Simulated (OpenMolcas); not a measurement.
# SiHCl2F (SMILES F[SiH](Cl)Cl), step by step

We compute the energy (HF/ANO-R0), then the energy (CASSCF(2,2)/ANO-R1), then an energy scan (CASPT2(2,2)/ANO-R1), then the energy along one coordinate (SC-NEVPT2(2,2)/ANO-R1), then the energy along one coordinate (MC-PDFT[tPBE](2,2)/ANO-R1) of SiHCl2F. 

The results are computed with OpenMolcas 26.06.

### 1 Starting point

The species is SiHCl2F (5 atoms), meant as a singlet with charge 0. As SMILES, `F[SiH](Cl)Cl`. The shape is that of a PBE0-D4/def2-TZVP optimisation.

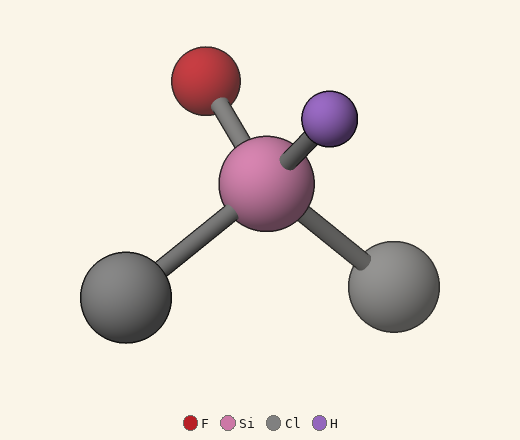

The structure, seen from a chosen angle (fluorine red, silicon pink, chlorine grey, hydrogen purple).

### 2 A single-point energy at HF/ANO-R0 (sfX2C) (run 1)

input.xyz reads:

```xyz
5

F      0.035500    -0.682700     1.466900
Si     0.115700    -0.048400     0.020800
Cl    -0.511900     1.872300     0.131500
Cl    -1.092800    -1.108700    -1.208300
H      1.503300    -0.106100    -0.452400
```

step1.input reads:

```
* Cl2FHSi Hartree-Fock
>>> EXPORT MOLCAS_PRINT=2

&GATEWAY
  Coord=input.xyz
  Basis=ANO-R0
  Group=NoSym

&SEWARD

&SCF
  PrOrbitals=0

&LOCALISATION
  Occupied
  Freeze
  Pipek-Mezey

&LOCALISATION
  FileOrb=$Project.LocOrb
  Virtual
  Pipek-Mezey
```

Command:

```bash
export MOLCAS_MEM=1860
pymolcas step1.input > step1.log
```

The program printed:

```text
--- Start Module: gateway ---
[...]
--- Stop Module: gateway /rc=_RC_ALL_IS_WELL_ ---
[...]
      Basis functions           33
[...]
       Convergence after  10 Iterations
[...]
::    Total SCF energy                              -1311.1850060623
[...]
      Total spin, S                                     0.0000000000
[...]
      Total electronic charge=   58.000000
      Total            charge=   -0.000000
[...]
      Dipole Moment (debye):
      Origin of the operator (angstrom)=   -0.4298    0.1041   -0.0819
                   X=  1.3134E-01               Y= -1.9593E-01               Z=  3.7911E-01           Total=  4.4651E-01
      Quadrupole Moment (debye*angstrom):
[...]
--- Start Module: localisation ---
[...]
--- Stop Module: localisation /rc=_RC_ALL_IS_WELL_ ---
--- Start Module: localisation ---
[...]
--- Stop Module: localisation /rc=_RC_ALL_IS_WELL_ ---
[...]
```

Wall time 1.9 s (1 thread of Intel Xeon 6975P-C (Granite Rapids), shared host); peak memory 0.38 GiB.

### 3 The energy at CASSCF(2,2)/ANO-R1 (sfX2C, RICD fitting) (run 2)

input.xyz is that of step 2.

step2.input reads:

```
&gateway
 coord=input.xyz
 basis=ANO-R0
 group=NoSym

&seward

&rasscf
 fileorb=$CurrDir/step1.LocOrb
 alter=1
 1 20 29
 spin=1
 nactel=2 0 0
 inactive=28
 ras2=2
 orblisting=Nothing
>>> COPY $Project.RunFile RUNFIL1
>>> COPY $Project.RasOrb INPORB

&gateway
 coord=input.xyz
 basis=ANO-R1
 group=NoSym
 ricd

&seward
>>> COPY $Project.RunFile RUNFIL2

&expbas

&rasscf
 fileorb=$Project.ExpOrb
 spin=1
 nactel=2 0 0
 inactive=28
 ras2=2
 orblisting=Nothing
```

Command:

```bash
export MOLCAS_MEM=1860
pymolcas step2.input > step2.log
```

The program printed:

```text
--- Start Module: gateway ---
[...]
      Basis functions           33
[...]
      Number of active orbitals                  2
[...]
      Spin quantum number                      0.0
[...]
      Active orbitals                            2
[...]
      Number of CSFs                             3
[...]
      Number of root(s) required                 1
[...]
      Convergence after 13 iterations
[...]
      printout of CI-coefficients larger than  0.05 for root  1
      energy=   -1311.190920
      conf/sym  11     Coeff  Weight
             1  20   0.99665 0.99332
             3  02  -0.08173 0.00668
      Natural orbitals and occupation numbers for root  1
      sym 1:   1.986642   0.013358
      ************************************************************************************************************************
      *                                                    Final results                                                     *
[...]
::    RASSCF root number  1 Total energy:  -1311.19092000
[...]
      Basis functions           73
[...]
      Convergence after 17 iterations
[...]
      Natural orbitals and occupation numbers for root  1
      sym 1:   1.982123   0.017877
      ************************************************************************************************************************
      *                                                    Final results                                                     *
[...]
::    RASSCF root number  1 Total energy:  -1311.72791414
[...]
      Total electronic charge=   58.000000
      Total            charge=   -0.000000
[...]
      Dipole Moment (debye):
      Origin of the operator (angstrom)=   -0.4298    0.1041   -0.0819
                   X=  1.0495E+00               Y=  1.7953E-01               Z= -8.5408E-01           Total=  1.3649E+00
      Quadrupole Moment (debye*angstrom):
[...]
```

It took 6.3 s on 1 thread of Intel Xeon 6975P-C (Granite Rapids), shared host; peak memory 0.38 GiB.

### 4 The energy along one coordinate at CASPT2(2,2)/ANO-R1 (sfX2C, RICD fitting, ipea shift 0.25 Eh, pt2 variant SS) (run 3)

step3.input reads:

```
* Cl2FHSi CASPT2
>>> EXPORT MOLCAS_PRINT=2
>>> COPY $CurrDir/step2.RasOrb $Project.RasOrb
>>> ForEach K in (1, 2, 3, 4, 5, 6, 7, 8, 9)

&GATEWAY
 Coord=$CurrDir/point$K.xyz
 Basis=ANO-R1
 Group=NoSym
 RICD

&SEWARD

&RASSCF
 FileOrb=$Project.RasOrb
 Spin=1
 Nactel=2 0 0
 Inactive=28
 Ras2=2
 OrbListing=Nothing

&CASPT2
 Imaginary=0.2
 Frozen=16
>>> EndDo
```

Command:

```bash
export MOLCAS_MEM=1860
pymolcas step3.input > step3.log
```

The program printed:

```text
[...]
      Basis functions           73
[...]
      Number of active orbitals                  2
[...]
      Spin quantum number                      0.0
[...]
      Active orbitals                            2
[...]
      Number of CSFs                             3
[...]
      Number of root(s) required                 1
[...]
      Convergence after 10 iterations
[...]
      printout of CI-coefficients larger than  0.05 for root  1
      energy=   -1311.717643
      conf/sym  11     Coeff  Weight
             1  20   0.99694 0.99388
             3  02  -0.07820 0.00612
      Natural orbitals and occupation numbers for root  1
      sym 1:   1.987770   0.012230
      ************************************************************************************************************************
      *                                                    Final results                                                     *
[...]
::    RASSCF root number  1 Total energy:  -1311.71764328
[...]
::    CASPT2 Root  1     Total energy:  -1312.26403935
[...]
      Convergence after 10 iterations
[...]
      Natural orbitals and occupation numbers for root  1
      sym 1:   1.982132   0.017868
      ************************************************************************************************************************
      *                                                    Final results                                                     *
[...]
      Convergence after  9 iterations
[...]
      Convergence after  9 iterations
[...]
      Convergence after  9 iterations
[...]
::    RASSCF root number  1 Total energy:  -1311.58640883
[...]
::    CASPT2 Root  1     Total energy:  -1312.12498348
[...]
      Convergence after  8 iterations
[...]
::    RASSCF root number  1 Total energy:  -1311.58267100
[...]
      Reference weight:           0.84501
[...]
::    CASPT2 Root  1     Total energy:  -1312.12035709
[...]
```

It took 40 s on 1 thread of Intel Xeon 6975P-C (Granite Rapids), shared host.

The scan, from its lowest point:

```
H5–Si2 (Å)  energy (kJ/mol)
     1.320             24.9
     1.467              0.0
     1.614             16.9
     1.834             77.4
     2.127            173.3
     2.494            274.6
     2.934            349.8
     3.521            390.0
     4.402            402.2
```

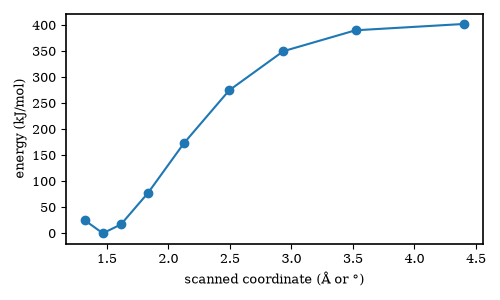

Energy along the scan.

### 5 The energy along one coordinate at SC-NEVPT2(2,2)/ANO-R1 (sfX2C, RICD fitting, pt2 variant SC-NEVPT2) (run 4)

step4.inp reads:

```
>>> COPY $CurrDir/step2.RasOrb $Project.RasOrb
>>> ForEach K in (1, 2, 3, 4, 5, 6, 7, 8, 9)
&GATEWAY
COORD
$CurrDir/point$K.xyz
BASIS
ANO-R1
GROUP
NoSym
RICD
&SEWARD
&RASSCF
FILEORB
$Project.RasOrb
SPIN
1
NACTEL
2 0 0
INACTIVE
28
RAS2
2
ORBLISTING
Nothing
&CASPT2
SC-NEVPT2
FROZEN
16
>>> EndDo
```

Command:

```bash
export MOLCAS_MEM=1860
pymolcas step4.inp > step4.log
```

The program printed:

```text
--- Start Module: gateway ---
[...]
      Basis functions           73
[...]
      Number of active orbitals                  2
[...]
      Spin quantum number                      0.0
[...]
      Active orbitals                            2
[...]
      Number of CSFs                             3
[...]
      Number of root(s) required                 1
[...]
      Convergence after 10 iterations
[...]
      printout of CI-coefficients larger than  0.05 for root  1
      energy=   -1311.717643
      conf/sym  11     Coeff  Weight
             1  20   0.99694 0.99388
             3  02  -0.07820 0.00612
      Natural orbitals and occupation numbers for root  1
      sym 1:   1.987770   0.012230
      ************************************************************************************************************************
      *                                                    Final results                                                     *
[...]
::    RASSCF root number  1 Total energy:  -1311.71764328
[...]
::    SC-NEVPT2 Root  1     Total energy:  -1312.25604330
[...]
      Convergence after 10 iterations
[...]
      Natural orbitals and occupation numbers for root  1
      sym 1:   1.982132   0.017868
      ************************************************************************************************************************
      *                                                    Final results                                                     *
[...]
      Convergence after  9 iterations
[...]
      Convergence after  9 iterations
[...]
      Convergence after  9 iterations
[...]
::    RASSCF root number  1 Total energy:  -1311.58640883
[...]
::    SC-NEVPT2 Root  1     Total energy:  -1312.12248445
[...]
      Convergence after  8 iterations
[...]
::    RASSCF root number  1 Total energy:  -1311.58267100
[...]
::    SC-NEVPT2 Root  1     Total energy:  -1312.11818691
[...]
```

Wall time 40 s (1 thread of Intel Xeon 6975P-C (Granite Rapids), shared host).

The scan, from its lowest point:

```csv
H5–Si2 (Å),energy (kJ/mol)
1.320,27.6
1.467,0.0
1.614,14.9
1.834,73.0
2.127,166.8
2.494,266.4
2.934,340.0
3.521,378.3
4.402,389.6
```

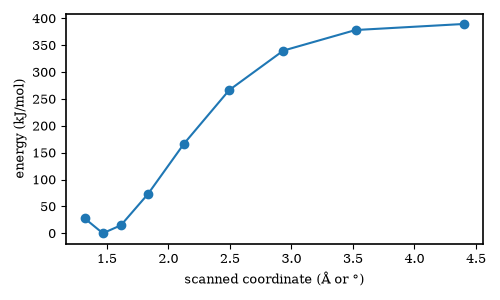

Energy along the scan.

### 6 An energy scan at MC-PDFT[tPBE](2,2)/ANO-R1 (sfX2C, RICD fitting) (run 5)

step5.inp reads:

```
* Cl2FHSi MC-PDFT
>>> COPY $CurrDir/step2.RasOrb $Project.RasOrb
>>> ForEach K in (1, 2, 3, 4, 5, 6, 7, 8, 9)
&gateway
coord = $CurrDir/point$K.xyz
basis = ANO-R1
group = NoSym
ricd
&seward
&rasscf
fileorb = $Project.RasOrb
spin = 1
nactel = 2 0 0
inactive = 28
ras2 = 2
orblisting = Nothing
&mcpdft
ksdft = T:PBE
>>> EndDo
```

Command:

```bash
export MOLCAS_MEM=1860
pymolcas step5.inp > step5.log
```

The program printed:

```text
--- Start Module: gateway ---
[...]
      Basis functions           73
[...]
      Number of active orbitals                  2
[...]
      Spin quantum number                      0.0
[...]
      Active orbitals                            2
[...]
      Number of CSFs                             3
[...]
      Number of root(s) required                 1
[...]
      Convergence after 10 iterations
[...]
      printout of CI-coefficients larger than  0.05 for root  1
      energy=   -1311.717643
      conf/sym  11     Coeff  Weight
             1  20   0.99694 0.99388
             3  02  -0.07820 0.00612
      Natural orbitals and occupation numbers for root  1
      sym 1:   1.987770   0.012230
      ************************************************************************************************************************
      *                                                    Final results                                                     *
[...]
::    RASSCF root number  1 Total energy:  -1311.71764328
[...]
::    MCPDFT root number  1 Total energy:  -1313.45833739
[...]
      Convergence after 10 iterations
[...]
      Natural orbitals and occupation numbers for root  1
      sym 1:   1.982132   0.017868
      ************************************************************************************************************************
      *                                                    Final results                                                     *
[...]
      Convergence after  9 iterations
[...]
      Convergence after  9 iterations
[...]
      Convergence after  9 iterations
[...]
::    RASSCF root number  1 Total energy:  -1311.58640883
[...]
::    MCPDFT root number  1 Total energy:  -1313.31721181
[...]
      Convergence after  8 iterations
[...]
::    RASSCF root number  1 Total energy:  -1311.58267100
[...]
::    MCPDFT root number  1 Total energy:  -1313.31334500
[...]
```

Wall time 39 s (1 thread of Intel Xeon 6975P-C (Granite Rapids), shared host).

The scan, from its lowest point:

| H5–Si2 (Å) | energy (kJ/mol) |
| --- | --- |
| 1.320 | 27.8 |
| 1.467 | 0.0 |
| 1.614 | 14.0 |
| 1.834 | 71.2 |
| 2.127 | 165.9 |
| 2.494 | 271.4 |
| 2.934 | 354.5 |
| 3.521 | 398.4 |
| 4.402 | 408.5 |

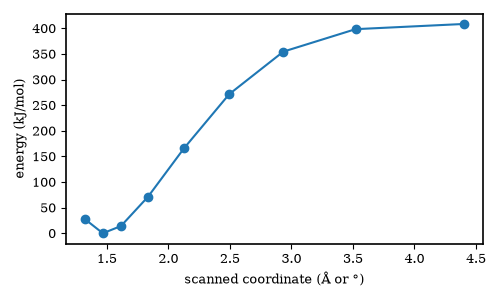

Energy along the scan.

### 7 Results

| quantity | value |
| --- | --- |
| run 1, HF/ANO-R0: total energy | -1311.18501 Eh |
| run 1, HF/ANO-R0: dipole moment | 0.45 D |
| run 1, HF/ANO-R0: HOMO energy | -12.14 eV |
| run 1, HF/ANO-R0: LUMO energy | 3.53 eV |
| run 1, HF/ANO-R0: HOMO–LUMO gap | 15.68 eV |
| run 2, CASSCF(2,2)/ANO-R1: total energy | -1311.72791 Eh |
| run 2, CASSCF(2,2)/ANO-R1: dipole moment (CASSCF density) | 1.36 D |
| run 3, CASPT2(2,2)/ANO-R1: lowest energy of the scan | -1312.27354 Eh |
| run 4, SC-NEVPT2(2,2)/ANO-R1: lowest energy of the scan | -1312.26656 Eh |
| run 5, MC-PDFT[tPBE](2,2)/ANO-R1: lowest energy of the scan | -1313.46894 Eh |
